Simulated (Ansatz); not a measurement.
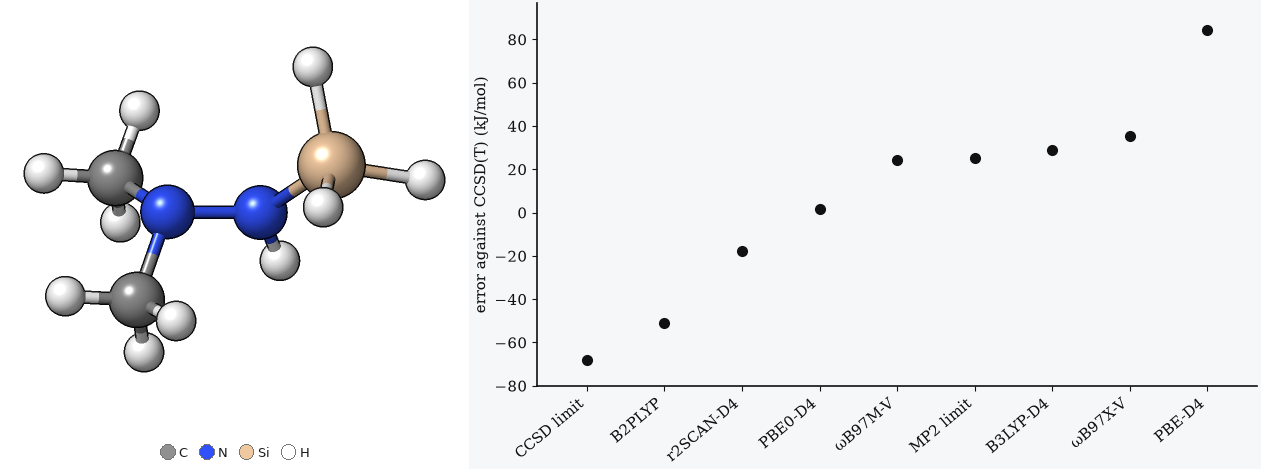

Error in the electronic atomisation energy (method less reference, so positive means overbinding) of C₂H₁₀N₂Si, SMILES CN(C)N[SiH3]: functionals in def2-TZVPP against frozen-core CCSD(T) at the limit (MP2 extrapolated from triple and quadruple zeta, plus CCSD(T) less MP2 in a smaller set), which gives 5192.2 kJ/mol, at a PBE0-D4/def2-TZVP geometry (no frequency check), no zero-point or spin-orbit term, the Ansatz code. The reference leaves out core correlation, a term that grows with the number of heavy atoms. B2PLYP holds a correlation term that converges slowly with the basis, so part of the distance to the limit is basis error. No dispersion term is added to B2PLYP. Limit means the basis limit.

Question: What range do the values span?

Answer: From −68.0 kJ/mol (CCSD limit) to 84.5 kJ/mol (PBE-D4).

Question: Give the values.

Answer:
```
     level  kJ/mol
CCSD limit   −68.0
    B2PLYP   −51.0
 r2SCAN-D4   −17.9
   PBE0-D4     1.5
   ωB97M-V    24.4
 MP2 limit    25.2
  B3LYP-D4    29.1
   ωB97X-V    35.3
    PBE-D4    84.5
```

Caveats, for all or some of the runs: one conformer of a flexible molecule.
